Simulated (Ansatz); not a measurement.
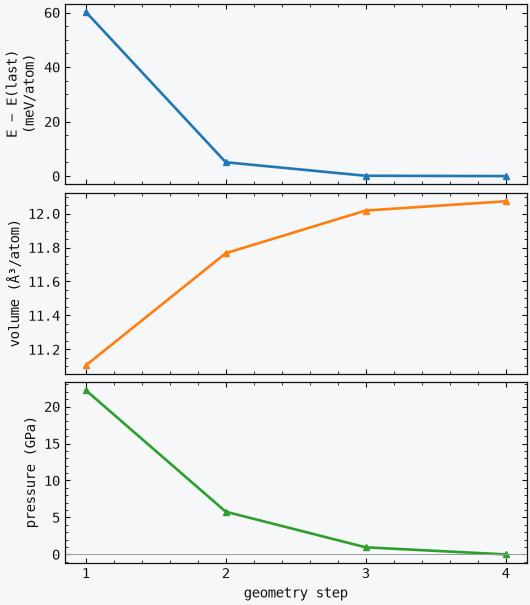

History of a geometry optimisation. Atoms and cell relax. A closing SCF on a freshly chosen basis isn't drawn.

System: Co₂Ru (Fd-3m, 6 atoms in the cell).
Method: Ansatz, DFT PBE, scalar-relativistic, plane waves, PAW; cutoff 420 eV, 6×6×6 k-mesh, Gaussian smearing of 0.1 eV, collinear spins.

### How did it end, and what did it gain?

The optimisation met its thresholds at geometry 4, counting the start as the first. The energy fell by about 60 meV/atom from the first step to the last. All forces vanish by symmetry, so only the cell moves.

### What happens to the cell?

The volume grows from 11.11 to 12.07 Å³ per atom (+8.7 %), as the pressure goes from 22 GPa to about 0 GPa. The start was compressed.
